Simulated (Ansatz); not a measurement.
# BAs (F-43m): lattice thermal conductivity, part 2 of 2

Wanted: κ(T), lifetimes and mean free paths for BAs.

What experiment has found for this phase:
- thermal conductivity 1160 W/m/K near room temperature (given in “Boron isotope effect on the thermal conductivity of boron arsenide single crystals”, 2019, arxiv:1910.02152)
- thermal conductivity 1000 W/m/K near room temperature (given in “Thermal expansion coefficient and lattice anharmonicity of cubic boron arsenide”, 2019, arxiv:1903.01668)

Ansatz 0.2.0; DFT r2SCAN, scalar-relativistic, plane waves, PAW.

So far. Step 2 (A first coarse run): The start is under 0.65 GPa at this level and looks like an insulator or semiconductor on this mesh. Step 4 (Tight relaxation): The residual pressure is 0.0030 GPa, small enough for phonons. The relaxed cell has a = 4.784 Å (conventional setting).

**5. Anharmonic force constants and conductivity**

The supercell must be wider than twice the pair cutoff, and the number of displaced cells grows with the pairs inside it, which is where the cost lies.

File input.yaml:

```yaml
crystal:
  lattice:
    - [0.0, 2.3919171792, 2.3919171792]
    - [2.3919171792, 0.0, 2.3919171792]
    - [2.3919171792, 2.3919171792, 0.0]
  atoms:
    - { symbol: B, position: [0.0, 0.0, 0.0] }
    - { symbol: As, position: [0.25, 0.25, 0.25] }
kpoints:
  mp_grid: { grid: [6, 6, 6] }
hamiltonian:
  xc: r2scan
scf:
  occupations: { method: fixed }
output:
  eigenvalues: true
phonons:
  method: fd
  dielectric: true
  qmesh: [6, 6, 6]
  temperatures: { t_max: 1000, t_step: 50 }
  qpath:
    path:
      - [[0.0, 0.0, 0.0], [0.5, 0.0, 0.5], [0.5, 0.25, 0.75], [0.375, 0.375, 0.75], [0.0, 0.0, 0.0], [0.5, 0.5, 0.5], [0.625, 0.25, 0.625], [0.5, 0.25, 0.75], [0.5, 0.5, 0.5], [0.375, 0.375, 0.75]]
      - [[0.625, 0.25, 0.625], [0.5, 0.0, 0.5]]
    npoints: 10
  third_order: { supercell: [3, 3, 3], pair_cutoff: 4.117 }
  lattice_thermal_conductivity:
    qmesh: [23, 23, 23]
    temperatures: [100.0, 150.0, 200.0, 300.0, 400.0, 500.0, 600.0, 800.0]
    isotope_mass_variance: [{ species: As, variance: 0.0 }, { species: B, variance: 0.001354 }]
    solution: relaxation_time
```

On the command line:

```
> ansatz run input.yaml --threads 18 --pin off --max-ram 92160MiB --backend cuda --events-out ev --progress --plain --runs-dir out
```

Numbers of over 12 decimals in the logs are rounded to 6 here.

Log:

```text
Warning: phonons: the dynamical matrix that this run interpolates holds no multipole term above the dipole-dipole one, and a site of this crystal is no centre of inversion, so its interpolated transverse optical and acoustic branches and sound speeds can stay off near Gamma, and the density of states and the thermodynamics with them. What a run solves at a wave vector of phonons.qpoints, Gamma apart, where the deck admits one, is free of this, and under fd what a larger phonons.supercell samples
Warning: phonons.dielectric: true without phonons.rigid_motions: the static dielectric tensor ε⁰ will be withheld (ε∞, Z* and the rows of modes are given); for a crystal or a slab, whose only rigid motions are the translations, set phonons.rigid_motions: translations
[...]
Crystal: 12 atoms, lattice volume = 164.218 Å³
Basis set: ecut = 500 eV, 4207 PW (Γ), FFT grids on a1, −a1+a2+a3, −a1+a3, exchange–correlation on 125×320×225 points (125 copies of the dense FFT grid, shifted against one another)
Bands: 66, of which v1, the nominal top of the filled ones, is band 54 counted from 1 (53 counted from 0)
Symmetry: 12 space group operations
k-points: 16 of 36 (time reversal used)
[...]
SCF iter   1: F=—  HF=-30127.939386 eV  |F-HF|=—  |Δ(HF+E_count)|=         —  Δρ=2.05e-7  dr2=5.50e-11  dr2_τ=2.04e-12  ethr=1.00e-12  ⟨swp⟩=3.0  Hψ=2710  notcnv=0
[...]
SCF iter   2: F=-30127.939386 eV  HF=-30127.939386 eV  |F-HF|=7.28e-12  |Δ(HF+E_count)|=  2.91e-11  Δρ=1.20e-7  dr2=1.92e-11  dr2_τ=5.22e-13  ethr=1.00e-12  ⟨swp⟩=3.9  Hψ=2432  notcnv=0
SCF 1 converged in 2 iterations: F = -30127.939386 eV  dr2 = 1.92e-11
[...]
SCF 2 converged in 2 iterations: F = -30127.939386 eV  dr2 = 7.85e-12
[...]
Crystal: 2 atoms, lattice volume = 27.370 Å³
Basis set: ecut = 500 eV, 725 PW (Γ), exchange–correlation on 100×100×100 points (64 copies of the dense FFT grid, shifted against one another)
Bands: 13, of which v1, the nominal top of the filled ones, is band 9 counted from 1 (8 counted from 0)
Symmetry: 24 space group operations
k-points: 46 of 216 (irreducible under 4 space group operations, time reversal used)
[...]
eigensolver tolerance schedule: the retry pair's looser diagonalisation over-reported the residual by 713220.74 of it (diagonalisation noise at an unbounded share of the residual, at the tolerance the schedule requests for it); recorded, not acted on — ethr = c·dr2/N_el stays at c = 1.0e-1
[...]
SCF 3 converged in 2 iterations: F = -5021.323230 eV  dr2 = 2.39e-12
[...]
SCF 8 converged in 7 iterations: F = -30127.939327 eV  dr2 = 1.39e-12
[...]
SCF 16 converged in 7 iterations: F = -30127.939334 eV  dr2 = 7.31e-13
[...]
SCF 24 converged in 2 iterations: F = -30127.939386 eV  dr2 = 1.92e-11
[...]
SCF 32 converged in 3 iterations: F = -30127.939327 eV  dr2 = 2.25e-12
[...]
SCF 40 converged in 7 iterations: F = -30127.939327 eV  dr2 = 6.64e-13
[...]
SCF 48 converged in 3 iterations: F = -30127.939318 eV  dr2 = 3.47e-12
[...]
SCF 56 converged in 7 iterations: F = -30127.939324 eV  dr2 = 1.03e-12
[...]
SCF 64 converged in 3 iterations: F = -30127.939323 eV  dr2 = 5.68e-12
[...]
SCF 72 converged in 7 iterations: F = -30127.939327 eV  dr2 = 5.53e-12
[...]
SCF 80 converged in 7 iterations: F = -135575.708526 eV  dr2 = 3.59e-10
[...]
SCF 88 converged in 7 iterations: F = -135575.712281 eV  dr2 = 2.66e-10
[...]
SCF 96 converged in 7 iterations: F = -135575.708945 eV  dr2 = 3.37e-10
[...]
SCF 104 converged in 7 iterations: F = -135575.710494 eV  dr2 = 3.38e-10
[...]
SCF 112 converged in 7 iterations: F = -135575.711442 eV  dr2 = 2.72e-10
[...]
SCF 120 converged in 7 iterations: F = -135575.710618 eV  dr2 = 2.91e-10
[...]
SCF 128 converged in 7 iterations: F = -135575.708945 eV  dr2 = 3.43e-10
[...]
SCF 136 converged in 7 iterations: F = -135575.709676 eV  dr2 = 5.50e-10
[...]
SCF 144 converged in 7 iterations: F = -135575.709274 eV  dr2 = 6.23e-10
[...]
SCF 152 converged in 7 iterations: F = -135575.710482 eV  dr2 = 3.81e-10
[...]
SCF 160 converged in 7 iterations: F = -135575.708837 eV  dr2 = 4.79e-10
[...]
SCF 168 converged in 7 iterations: F = -135575.710618 eV  dr2 = 2.92e-10
[...]
SCF converged after 2 iterations
[...]
symmetry images taken by strict's conditions (phonons.symmetry_images: auto; settled by no image being taken that strict refuses)
  supercell 9 (6 cells, vectors [1, 0, 0], [0, 1, -1], [0, 0, 6] in multiples of the cell's): 3 displaced members by 0.0025 Å; free energy -30127.939386 eV; taken off its force constants: by the sum rule 3.3e-4, by the symmetrisation 4.1e-5 eV/Å²; Γ matrix within 1.9e-4 eV/Å² of supercell 1's
[...]
q = [0.0000, 0.0000, 0.0000] (star 1, supercell 1; hermiticity 1.64e-16, symmetrization 3.52e-7): -0.00 0.00 0.00 699.11 699.11 699.11
[...]
joined force constants: q→R imaginary residual 3.80e-19
  density of states and harmonic sums: on the 24×24×24 q-mesh, interpolated from the force constants of a 6×6×6 supercell (with the dipole–dipole term)
  largest difference from the sums on the solved wave vectors: F 3.30e-3 eV, S 4.48e-6 and C_V 1.18e-6 eV/K
  zero-point energy: 0.163764 eV/cell   skipped modes (ω ≤ 0): 3   left out of the sums: 3.62e-5 of the cell's modes: C_V's classical limit lies that fraction below 3 k_B per atom; for a crystal, a wire or a layer, F and S can be off by more, and a phonons.interpolated_qmesh denser along its periods is the remedy for the sampling
--- Third-order force constants: 101 member SCFs in a 3×3×3 supercell (pair cutoff 4.117 Å, amplitude 0.03 Å, SCF threshold 1.00e-9 eV, Σ member SCF iterations 708) ---
[...]
sum-rule residual: 6.256e-1 → 2.762e-14 eV/Å³; symmetrization residual: 1.800e-2 eV/Å³; largest sum-rule correction relative to its orbit: 3.228e-1, on the orbit of the block of home site 0 with site 1 of cell (-1, -1, 0) and site 1 of cell (-1, -1, 0), whose norm before the correction was 3.580e-1 eV/Å³
--- Lattice thermal conductivity: 23×23×23 mesh (364 irreducible points), tetrahedron method ---
  three-phonon and isotope scattering only; four-phonon, boundary and, in a metal, phonon-electron scattering are left out
  each conductivity is what the modes' populations carry and what the coherences between them add
  conductivity (a third of the tensor's trace), W/(m K), in the relaxation-time approximation:
       T (K)   relaxation time
      100.00         3183.1272
      150.00         2720.6688
      200.00         2337.1635
      300.00         1787.2687
      400.00         1435.5876
      500.00         1196.6597
      600.00         1024.9462
      800.00          795.6112
```

The job ended after 2.2 min (1 × NVIDIA GB200 with 18 threads of Arm Neoverse V2, shared host; peak memory 1.8 GiB; 9.6 min of CPU time).

Numbers from this step:

* Γ frequencies: 0, 0, 0, 699.1, 699.1, 699.1 cm⁻¹ (negative: imaginary)
* lowest frequency on the path: 0 cm⁻¹
* zero-point energy: 0.1638 eV/cell
* point group: -43m
* highest frequency: 736.9 cm⁻¹
* mean sound speed: 5.499 km/s
* Debye temperature elastic: 684 K
* Debye temperature from the second moment: 924 K
* κ at 300 K (relaxation time): 1787 W/m/K
* dipole term: run
* mean free path at half of κ: 1920 nm
* share of κ above the three lowest branches: 0
* third-order blocks: 842
* periodic aliases dropped: 168
* largest relative sum-rule correction: 0.3228
* displaced cells, third order: 101

LO-TO term included. The phonon branches at the labelled points (cm⁻¹):

```csv
point,branch 1,branch 2,branch 3,branch 4,branch 5,branch 6
Γ,0,0,0,699,699,701
X,199,199,324,627,627,737
W,231,266,266,620,627,705
K,193,254,291,625,633,714
Γ,0,0,0,699,699,701
L,144,144,313,670,670,707
U,193,254,291,625,633,714
W,231,266,266,620,627,705
L,144,144,313,670,670,707
K,193,254,291,625,633,714
jump to U,193,254,291,625,633,714
X,199,199,324,627,627,737
```

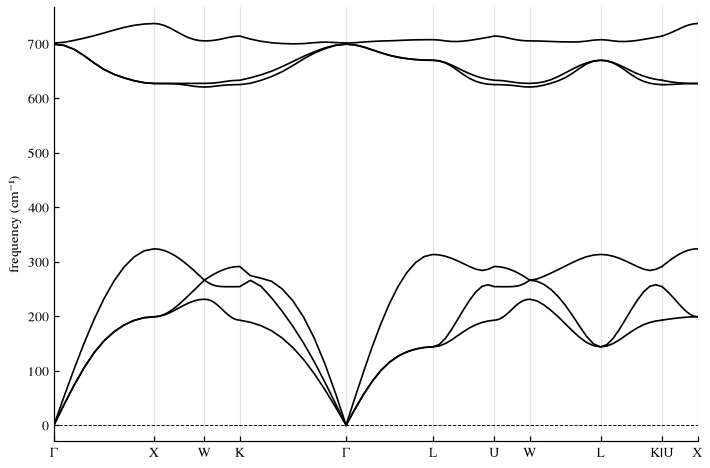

Phonon branches along the path.

Table of lattice thermal conductivity, RTA xx by temperature:

```csv
temperature (K),"lattice thermal conductivity, RTA xx (W/m/K)"
100,3183
150,2721
200,2337
300,1787
400,1436
500,1197
600,1025
800,796
```

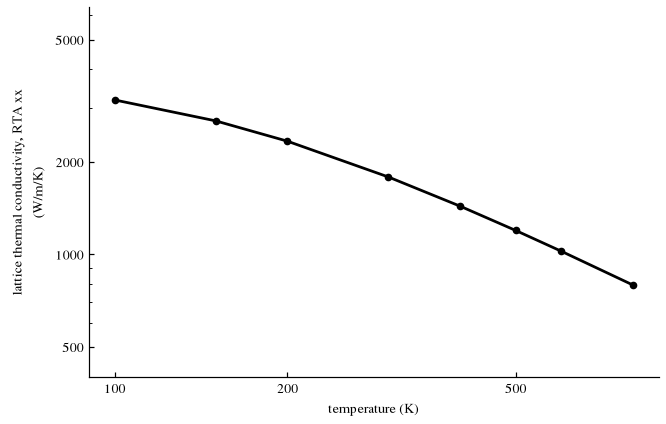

Lattice thermal conductivity, RTA xx against temperature.

The modes has structure finer than the step of the table below, so its rows give means over 50 cm⁻¹, whole bins alone (the curve runs from -10 to 769 cm⁻¹). Peaks (cm⁻¹: height): As 195.7: 0.0225, 283.9: 0.0209; B 631.6: 0.0448, 705.1: 0.0496.

Phonopy on the run's constants, 21x21x21 mesh, Gaussian sigma 5.6 cm⁻¹. Modes against wavenumber; means over each step; values in 1/cm⁻¹/cell:

```csv
wavenumber (cm⁻¹),As,B
50,4.4e-4,6.0e-5
100,0.00240,3.0e-4
150,0.0114,0.00118
200,0.0185,0.00137
250,0.0124,5.2e-4
300,0.0112,1.8e-4
350,5.5e-5,0
400,0,0
450,0,0
500,0,0
550,0,0
600,1.2e-4,0.00328
650,0.00229,0.0310
700,0.00118,0.0209
```

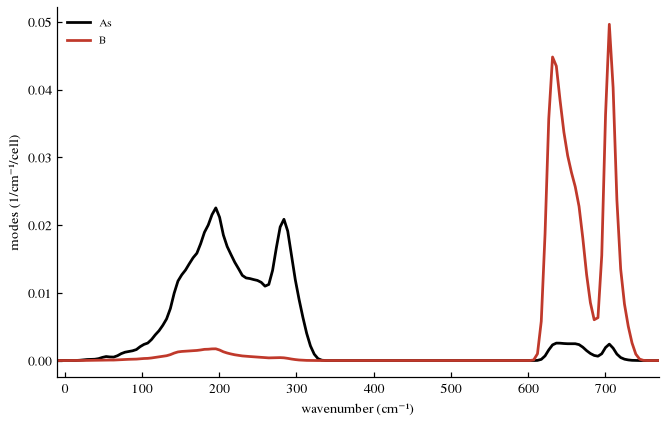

Modes against wavenumber.

Distinct triplets, nearest first. Third order norms, by row:

```csv
sites,side 1 (Å),side 2 (Å),side 3 (Å),norm of the 27 components (eV/Å³)
B-B-B,0,0,0,110.5
As-As-As,0,0,0,94.11
B-As-As,0,2.07,2.07,42.64
B-As-B,0,2.07,2.07,45.44
B-B-As,2.07,2.07,3.38,1.043
B-As-As,2.07,2.07,3.38,1.255
B-B-B,0,3.38,3.38,1.507
B-B-B,3.38,3.38,3.38,0.315
B-B-B,3.38,3.38,3.38,0.055
As-As-As,0,3.38,3.38,2.72
As-As-As,3.38,3.38,3.38,0.153
As-As-As,3.38,3.38,3.38,0.444
B-As-B,2.07,3.38,3.97,0.165
B-As-As,2.07,3.38,3.97,0.208
B-As-As,0,3.97,3.97,0.333
B-As-As,3.38,3.97,3.97,0.022
B-As-As,3.38,3.97,3.97,0.044
B-As-B,3.38,3.97,3.97,0.033
B-As-B,3.38,3.97,3.97,0.012
B-As-B,0,3.97,3.97,0.225
```

Born charge (rows field, columns displacement) (e), principal values of the symmetric part by kind of site:

```csv
atom,atoms with these values,low,middle,high,mean
B1,1,-0.3717,-0.3717,-0.3717,-0.3717
As2,1,0.3717,0.3717,0.3717,0.3717
```

In full for As2:

```
0.3717 0.0000 0.0000
0.0000 0.3717 0.0000
0.0000 0.0000 0.3717
```

RTA, 300 K. Kappa by branch, by row:

```csv
branch (by rank),mean frequency (THz),mean rms speed (km/s),median lifetime (ps),share of kappa
1,5.14,2.28,484,0.235
2,5.97,3.27,558,0.572
3,8.03,2.65,141,0.192
4,19.34,1.14,0.561,0
5,19.49,1.08,0.616,0
6,21.24,0.66,0.294,0
```

Table of spectral kappa at 300 K, relaxation time (W/m/K/THz) by frequency; read off at these points:

```csv
frequency (THz),"spectral kappa at 300 K, relaxation time (W/m/K/THz)"
0.25,0
1.75,16.5
3.75,96.9
5.25,407
6.25,554
7.25,435
8.75,41.1
10.25,0
12.25,0
13.75,0
15.25,0
17.25,0
18.75,0.0151
20.75,0.0449
22.25,0.00102
```

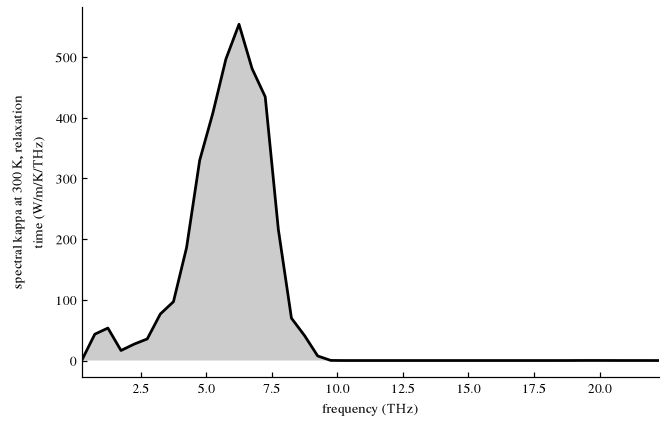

Spectral kappa at 300 K, relaxation time (W/m/K/THz) against frequency.

Relaxation-time solution. Share of κ carried by shorter paths against mean free path:

```csv
mean free path (nm),100 K,300 K,800 K
46.4,0,0,0.001
68.1,0,0,0.003
100,0,0,0.013
147,0,0.001,0.026
215,0,0.006,0.045
316,0,0.018,0.095
464,0.002,0.035,0.202
681,0.006,0.062,0.379
1000,0.012,0.169,0.606
1470,0.022,0.362,0.88
2150,0.051,0.566,0.971
3160,0.201,0.847,0.985
4640,0.456,0.967,0.991
6810,0.684,0.978,1
10000,0.792,0.98,1
14700,0.831,0.983,1
21500,0.876,1,1
31600,0.904,1,1
46400,0.92,1,1
68100,0.928,1,1
1.0e5,0.963,1,1
1.5e5,1,1,1
```

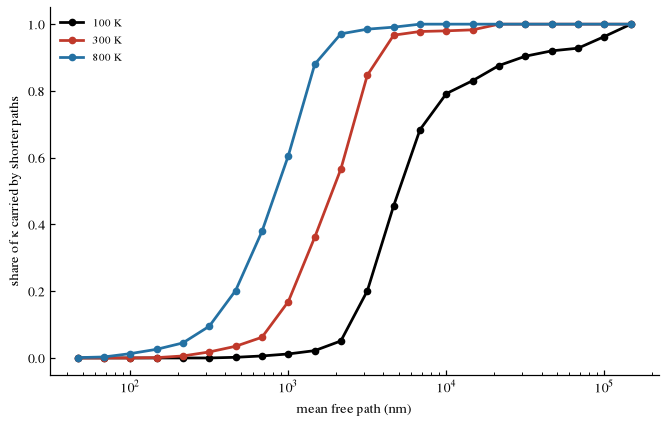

Share of κ carried by shorter paths against mean free path.

300 K; a sample spread over frequency. Mode lifetimes, by row, the first 40 of 90 rows:

```csv
q1,q2,q3,branch,frequency (THz),rms speed (km/s),three-phonon rate (1/ps),isotope rate (1/ps),lifetime (ps),mean free path (nm)
0,0,0.0435,1,0.754,4.85,2.88e-4,8.04e-8,3470,16800
0,0.0435,0.087,3,2.333,7.59,0.00982,1.39e-5,102,772
0.0435,0.087,0.1304,3,3.082,7.09,0.00502,4.70e-5,197,1400
0,0,0.2609,1,3.547,2.04,0.00366,9.05e-5,267,544
0,0.0435,-0.2609,2,3.835,2.9,0.00398,1.38e-4,243,704
0,0.0435,-0.3043,2,4.068,2.56,0.0035,1.99e-4,270,690
0.0435,0.1739,0.3043,1,4.244,3.2,0.0032,2.75e-4,287,921
0,0.1739,-0.2174,1,4.379,2.51,0.00232,3.65e-4,372,932
0,0.1304,-0.3043,1,4.516,2.07,0.00225,3.91e-4,378,782
0,0.1304,0.4348,1,4.674,2.05,0.00223,4.32e-4,376,768
0.0435,0.2174,0.3043,2,4.797,3.45,0.00284,4.46e-4,305,1050
0.0435,0.2174,0.3913,1,4.95,2.6,0.00188,4.78e-4,424,1100
0,0.1739,-0.4783,1,5.059,1.87,0.0016,4.93e-4,477,893
0,0.2174,0.4348,1,5.195,1.93,0.00152,5.22e-4,489,947
0.0435,0.2609,0.3478,2,5.285,3.08,0.00213,5.38e-4,375,1160
0,0.1304,0.2174,3,5.424,5.73,0.00162,6.36e-4,444,2540
0.1304,0.3043,-0.1739,1,5.509,2.77,0.00137,5.57e-4,518,1440
0.087,0.1739,0.4783,2,5.601,4.07,0.00133,6.22e-4,512,2090
0,0.087,-0.1739,3,5.696,5.9,0.00248,7.40e-4,311,1830
0,0.1739,-0.2609,2,5.8,4.48,0.00176,6.96e-4,407,1820
0.087,0.3478,0.4348,2,5.871,2.43,0.00142,6.90e-4,473,1150
0,0.4783,-0.4783,1,5.953,0.11,9.22e-4,6.79e-4,625,71.1
0.087,0.2609,0.4348,2,6.03,2.92,0.00168,5.42e-4,450,1310
0,0.1739,-0.3913,2,6.146,4.5,9.17e-4,4.95e-4,708,3190
0.087,0.2174,-0.3478,2,6.26,3.96,8.74e-4,4.46e-4,758,3000
0.087,0.2609,0.4783,2,6.374,2.82,0.0013,3.63e-4,602,1700
0.1304,0.2609,-0.4783,2,6.526,3.23,0.00101,3.39e-4,741,2390
0,0.2174,-0.3043,2,6.658,4.15,0.00109,3.10e-4,713,2960
0,0.2174,-0.3913,2,6.798,4.12,7.59e-4,2.69e-4,974,4010
0.1304,0.4348,-0.3913,2,6.992,2.81,7.00e-4,2.06e-4,1100,3100
0,0.087,0.3043,3,7.156,4.89,0.00525,2.73e-4,181,885
0.0435,0.3043,-0.2609,2,7.333,2.89,8.41e-4,1.98e-4,963,2780
0.1304,0.3478,-0.3478,2,7.501,2.2,6.19e-4,1.61e-4,1280,2830
0.0435,0.3913,-0.3478,2,7.683,2,6.22e-4,9.07e-5,1400,2810
0.087,0.3043,0.3913,3,7.889,3.59,0.00714,1.46e-4,137,493
0.1304,0.3913,-0.2609,3,8.079,0.82,0.00315,3.98e-5,313,256
0.1304,0.3478,-0.2609,3,8.194,1.09,0.00532,8.05e-5,185,203
0.087,0.3043,-0.3043,3,8.327,1.75,0.00571,6.29e-5,173,302
0.1304,0.3043,-0.3043,3,8.444,1.48,0.00614,6.05e-5,161,239
0.087,0.1739,0.4783,3,8.547,2.62,0.00855,9.74e-5,116,303
```

Without the LO-TO term; a three-phonon rate of 0 means that decay is closed on this mesh, so processes left out here set the real width. Gamma linewidths, by row:

```csv
branch,frequency (cm⁻¹),three-phonon rate (1/ps),isotope rate (1/ps),FWHM (cm⁻¹)
4,699.1,0,0,0
5,699.1,0,0,0
6,699.1,0,0,0
```

W/m/K, third of the trace; RTA populations with a boundary rate v/L added to each mode (Matthiessen's rule). Kappa by grain size, by row:

```csv
T (K),bulk,10 nm,30 nm,100 nm,300 nm,1000 nm,10000 nm,100000 nm
100,3183,7.194,21.4,69.38,194.3,537.7,1928,2884
300,1787,12.7,36.82,113.2,286.9,656.2,1481,1748
600,1025,13.46,37.98,110.4,256.1,511.7,918.1,1013
```

W/m/K, third of the trace; RTA populations with the isotope rates scaled. Kappa by mass disorder, by row:

```csv
T (K),no isotopes,as typed,variance x 3,variance x 10,variance x 30
100,5565,3183,2101,1273,792.5
300,2341,1787,1308,755.1,411.7
600,1229,1025,838.4,544.3,307.9
```

At 300 K the relaxation-time value is 1787 W/(m K).

**6. Summary of results**

| Property | Result |
| --- | --- |
| highest frequency | 736.9 cm⁻¹ |
| Debye temperature from the second moment | 924 K |
| κ at 300 K (relaxation time) | 1787 W/m/K |
| mean free path at half of κ | 1920 nm |
| share of κ above the three lowest branches | 0 |

What this shows: The lattice of BAs conducts 1787 W/(m K) at 300 K by r2SCAN (mean over directions, relaxation-time solution). Above 300 K the relaxation-time κ falls as T^-0.83. Grains of 100 nm would keep 6 % of the bulk value at 300 K, and grains of 1 µm 37 %. Removing the natural isotope disorder raises κ at 300 K by 31 %. A measured thermal conductivity near room temperature is 1160 W/m/K (arxiv:1910.02152); the calculated 1787 W/m/K differs by +54 %. Four-phonon, defect and boundary scattering, which are left out, would lower the calculated value; thermal expansion is left out too. The last run computed the relaxation-time solution alone; it counts normal processes as resistive, so the full solution usually lies higher, most of all in good conductors. The sum rules changed one orbit of cubic constants by up to 32 %; by the manual a large change points to a short cutoff or, on a small and distant orbit, to noisy forces. The conductivities include the coherence part between close branches; the shares for grains, isotopes, branches and paths are of the relaxation-time populations alone. Cubic couplings among atoms farther apart than the pair cutoff are dropped, and neither the cutoff nor the q-mesh was shown to be converged here. The interpolation has no quadrupole term, so branches near the zone centre are less sure, since this crystal has sites that are not centres of inversion. The PAW files were made for PBE and are used here under another functional, for which the program regenerates the frozen cores.

[Logs are printed without paths, hosts, clocks, repeated set-up lines and the standing remarks that a program may print on its own settings, such as how far it seeks lower states.]

[Hosts, paths, dates, database ids (printed as entryN), source tags and the programs' standing remarks are cut or masked in the printed files.]

[A step with changed settings may run another functional than the one named; its input shows which.]
